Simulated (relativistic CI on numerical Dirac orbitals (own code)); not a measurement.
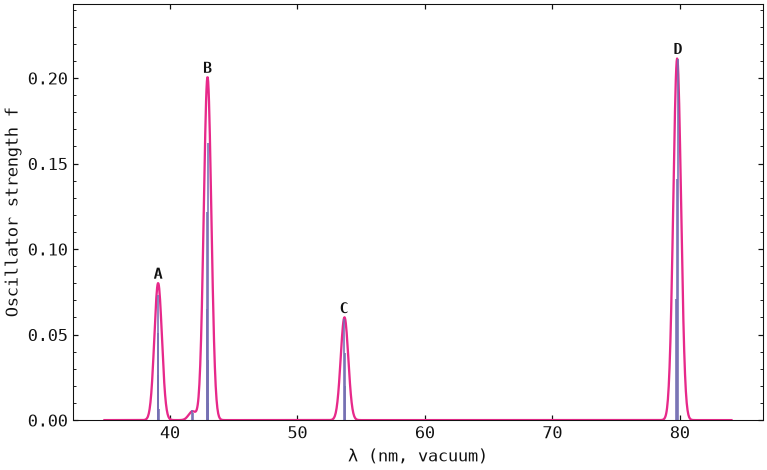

The plot shows absorption lines from the lowest level (oscillator strengths f) for O⁺ (oxygen, Z = 8). Computed by Dirac CI, KLI exchange-only orbitals, Breit term, model QED, valence Slater integrals scaled by 0.85, configurations tied to the tabulated ionisation limit. The envelope is a Gaussian of full width 0.7 nm, scaled to the tallest stick.

### Give upper and lower level, position and strength of each lettered line.

A: 2s² 2p² 4d ⁴P₅/₂ ← 2s² 2p³ ⁴S°₃/₂, 39.08 nm, f = 0.073; B: 2s² 2p² 3d ⁴P₅/₂ ← 2s² 2p³ ⁴S°₃/₂, 42.95 nm, f = 0.16; C: 2s² 2p² 3s ⁴P₅/₂ ← 2s² 2p³ ⁴S°₃/₂, 53.67 nm, f = 0.059; D: 2s 2p⁴ ⁴P₅/₂ ← 2s² 2p³ ⁴S°₃/₂, 79.85 nm, f = 0.21. The strongest, D, lies in the extreme ultraviolet region.

Known limits: configurations built on the next ion are tied to the tabulated ionisation energy, low ones can still be off by several thousand cm⁻¹ and the others by 10000 or more; rates and lifetimes follow the computed energies and can be off by orders of magnitude; one shift a configuration: terms inside it, and wavelengths, can be off by thousands of cm⁻¹; the fine structure of a weakly bound d or f electron outside closed shells is too small or inverted; only a limited list of configurations is included, so lower levels can be missing; only lines among the lowest 152 of 242 levels are drawn, so those from 2s 2p³ 3s are incomplete.
